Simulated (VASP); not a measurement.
Band structure of Tl (hcp). These are LDA (Ceperley-Alder, Perdew-Zunger), VASP's LDA PAW potentials (set 64) (plane waves; VASP) values and carry that method's errors.

Unless said otherwise, spin-orbit coupling is left out, though it shifts the bands of the heavy elements here.

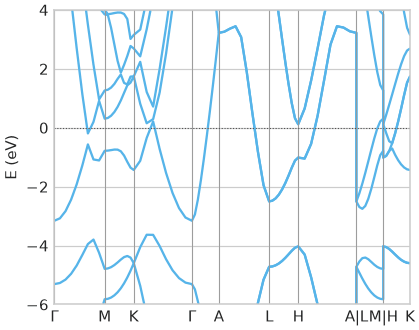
Figure. Bands along high-symmetry lines, zero at the valence-band maximum or, without a gap, the Fermi level

Question: Read the plot: is there a gap, and where are the band edges?

Answer: It has no gap at this level: it comes out as a metal or semimetal. (Edges off the drawn lines would not show.)

The compound is Tl in the hcp structure. It was relaxed first.
